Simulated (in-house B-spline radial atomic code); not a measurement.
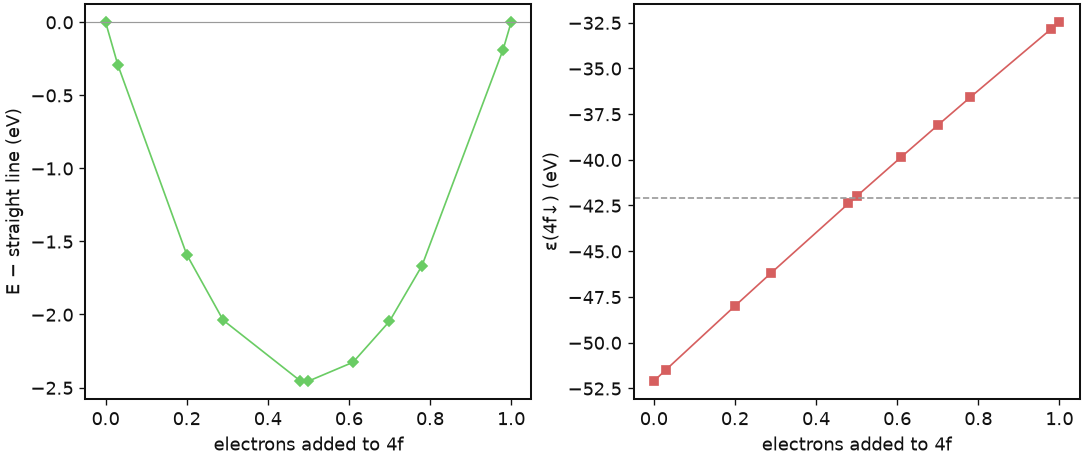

All numbers are computed, not measured: scalar-relativistic (spin-free one-electron X2C) AM05, spin-polarised, spherical fractional occupations, Fermi nucleus, basis-set limit (an in-house B-spline radial code). The occupation of the 4f shell is varied from Dy⁴⁺ ([Xe] 4f8 (high spin)) to Dy³⁺ ([Xe] 4f9 (high spin)), with spherical fractional occupations. The plot shows the total energy less the straight line between the end points, and the eigenvalue of 4f↓ (the dashed line is minus the energy to take the whole electron out).

Q: Is the energy convex or concave in the occupation, and by how much?

A: The curve is convex (below the straight line), with the largest deviation among the points computed, −2.46 eV, at 0.5. The end points differ by 42.1 eV, the energy to take the electron out. The eigenvalue, which is the slope of the energy (Janak's theorem), moves from −52.1 eV at 0 to −32.5 eV at 1; for a straight line it would stay constant, and a parabola would sag by an eighth of this change, scaled to a whole electron, 2.45 eV. Convexity is the mark of the delocalisation error, which puts fractional charges too low; for p, d and f shells the spherical spreading of the fraction adds to it.
